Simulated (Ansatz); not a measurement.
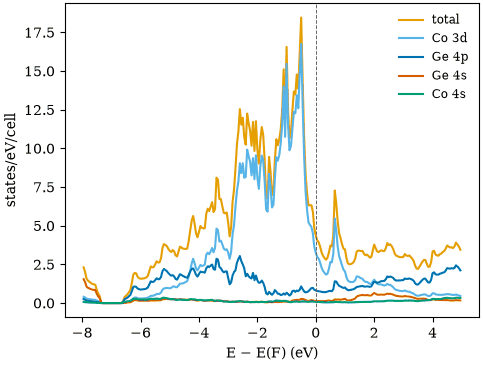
Total and projected density of states of CoGe in space group C2/m (No. 12; Pearson symbol mS16), PBEsol in the plane-wave PAW code Ansatz

### Question
Which orbitals carry the states next to the Fermi level?

### Answer
Within 0.5 eV of the Fermi level: Co 3d 81 %, Ge 4p 13 %. Projections are on Löwdin-orthogonalised atomic valence shells; empty p or d shells of many metals are not among them.

### Question
Where is the tallest occupied peak in this window, and what makes it?

### Answer
Near -0.5 eV, about 18 states/eV per cell; the largest projected share is Co 3d.

The first step of the workflow began from a Materials Project structure, measured or hypothetical; the Crystallography Open Database copy checked does not list it. Its standing as an ambient phase is unchecked. The cell was relaxed with PBEsol under the symmetry of its start; of distortions, only those at the zone centre were tested. No spin polarisation was allowed. Scalar-relativistic: spin–orbit coupling is off unless named, which matters more the heavier the elements.

Potentials: the later of the program's two PAW sets.
